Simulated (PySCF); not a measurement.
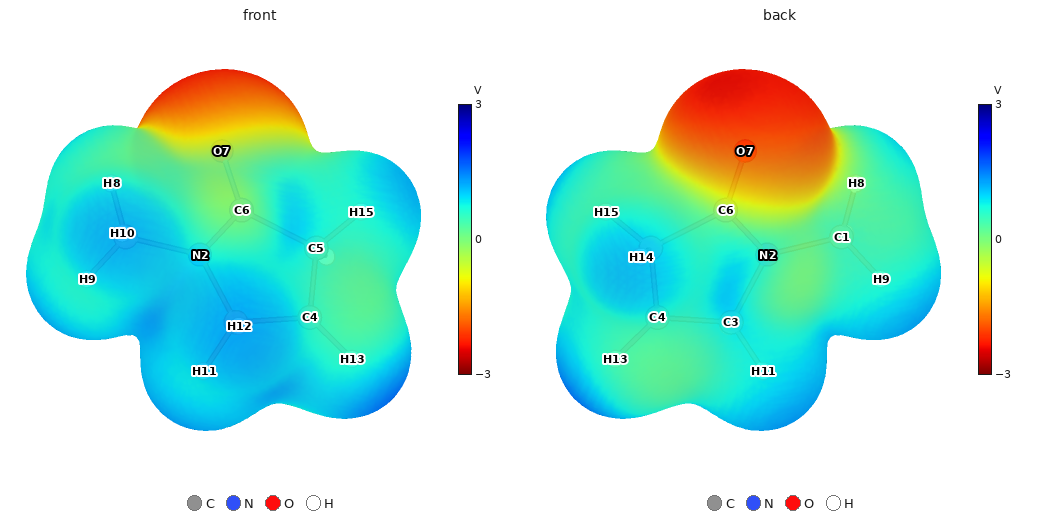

C5H8NO (doublet). The molecular electrostatic potential painted on the density surface at 0.004 e/bohr³, seen from the front and from behind; the colour scale runs from red (negative) to blue (positive).

Geometry: GFN2-xTB.

Theory: UKS B3LYP, pcH-1 on C H N O, non-relativistic, mean-field spin-orbit, GIAO in PySCF 2.14.0, density-fitted response routines.

```yaml
atoms:
  - { symbol: C, position_ang: [1.9987, -0.3114, -0.0191] }
  - { symbol: N, position_ang: [0.5767, -0.1208, 0.0077] }
  - { symbol: C, position_ang: [-0.0389, 1.0535, -0.5546] }
  - { symbol: C, position_ang: [-1.4810, 0.8386, -0.3085] }
  - { symbol: C, position_ang: [-1.6947, -0.4427, 0.3862] }
  - { symbol: C, position_ang: [-0.2881, -1.0046, 0.5534] }
  - { symbol: O, position_ang: [0.0203, -2.0514, 1.0777] }
  - { symbol: H, position_ang: [2.2124, -1.2633, 0.4646] }
  - { symbol: H, position_ang: [2.3667, -0.3365, -1.0482] }
  - { symbol: H, position_ang: [2.5072, 0.4926, 0.5198] }
  - { symbol: H, position_ang: [0.2052, 1.1475, -1.6278] }
  - { symbol: H, position_ang: [0.3479, 1.9680, -0.0705] }
  - { symbol: H, position_ang: [-2.2477, 1.5285, -0.5949] }
  - { symbol: H, position_ang: [-2.3157, -1.1518, -0.1759] }
  - { symbol: H, position_ang: [-2.1734, -0.3382, 1.3682] }
```

Question: Which sites attract a positive test charge, and which a negative one?

Answer: A positive charge is drawn to the negative regions and a negative charge to the positive ones. The most negative region (about −2.4 V, or −55 kcal/mol for a unit charge) lies over O7, the most positive (about +1.5 V, or +35 kcal/mol for a unit charge) over H13. O7 is the likeliest acceptor of a hydrogen bond.
